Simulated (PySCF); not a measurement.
**C$_{8}$H$_{7}$FO$_{2}$ (SMILES CCC1=C(F)C(=O)C=CC1=O): density, localisation and related maps**

```yaml
atoms:
  - { symbol: C, position_ang: [-2.4695, -0.1889, 0.4940] }
  - { symbol: C, position_ang: [-1.6202, 0.4220, -0.6254] }
  - { symbol: C, position_ang: [-0.1648, 0.2312, -0.3354] }
  - { symbol: C, position_ang: [0.6188, 1.1965, 0.1753] }
  - { symbol: F, position_ang: [0.1166, 2.4173, 0.4171] }
  - { symbol: C, position_ang: [2.0514, 1.0400, 0.5120] }
  - { symbol: O, position_ang: [2.7220, 1.9403, 0.9667] }
  - { symbol: C, position_ang: [2.5917, -0.3086, 0.2477] }
  - { symbol: C, position_ang: [1.8413, -1.2883, -0.2560] }
  - { symbol: C, position_ang: [0.4135, -1.1090, -0.5948] }
  - { symbol: O, position_ang: [-0.2446, -2.0129, -1.0662] }
  - { symbol: H, position_ang: [-3.5238, -0.0472, 0.2737] }
  - { symbol: H, position_ang: [-2.2453, 0.2871, 1.4459] }
  - { symbol: H, position_ang: [-2.2723, -1.2545, 0.5775] }
  - { symbol: H, position_ang: [-1.8437, 1.4849, -0.7188] }
  - { symbol: H, position_ang: [-1.8580, -0.0831, -1.5632] }
  - { symbol: H, position_ang: [3.6363, -0.4465, 0.4888] }
  - { symbol: H, position_ang: [2.2418, -2.2738, -0.4505] }
```

Geometry: GFN2-xTB.

The calculation used PySCF 2.14.0, PBE0/pcSseg-1, SCF density, gas phase, non-relativistic.

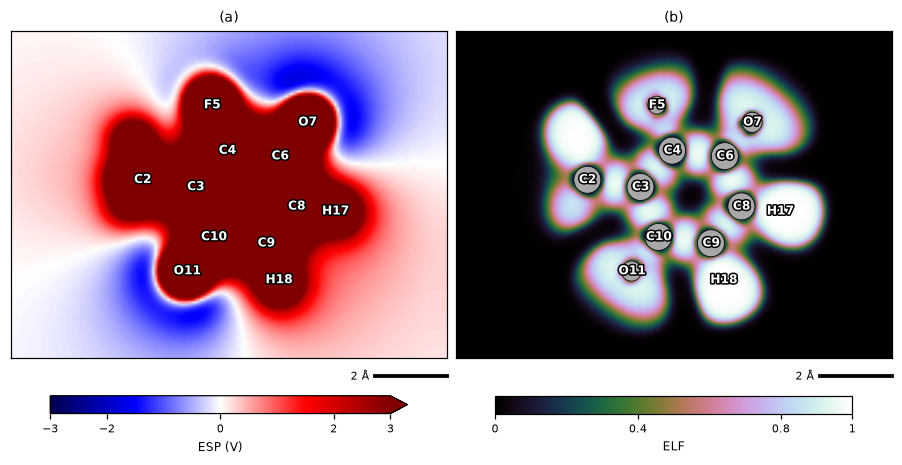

Figure 1. (a) molecular electrostatic potential; (b) ELF on the plane of atoms C9, C8 and H17. Grey discs cover the atomic cores in the ELF map.

**Describe what can be read from this map.**

The section cuts through C, F, O and H sites. C–O (1.21 Å): the ELF peaks at about 0.85 between the atoms; a short, multiple covalent bond. C–C (1.33 Å): the ELF peaks at about 0.95 between the atoms: a short, multiple covalent bond. C–F (1.34 Å): the ELF peaks at about 0.85 between the atoms: a polar covalent bond. C–H (1.08 Å): the ELF climbs to about 1 towards the hydrogen, as it does in any bond to H: an ordinary covalent bond to hydrogen. C–C (1.48 Å): the ELF peaks at about 0.95 between the atoms (localised, covalent bonding). The ELF also peaks beside O11, O7 and F5, away from the bonds: lone-pair regions. Outside the dense part of the molecule the potential is most negative (−1.8 V) near O7.

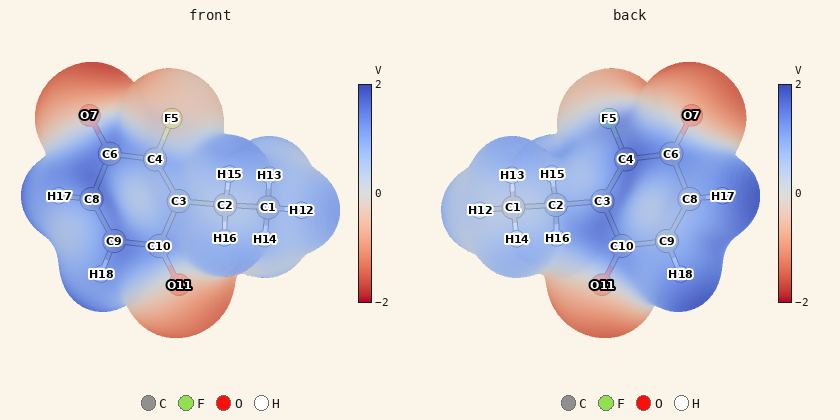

Figure 2. The electrostatic potential painted on the density surface at 0.004 e/bohr³, seen from the front and from behind; the colour scale runs from red (negative) to blue (positive).

**Describe the electrostatic potential map.**

The most negative region (about −1.6 V) lies over O7, the most positive (about +1.8 V) over H17 and H18. O7 is the likeliest acceptor of a hydrogen bond.

**How polar is the molecule by this calculation?**

Its dipole moment is 1.38 D.
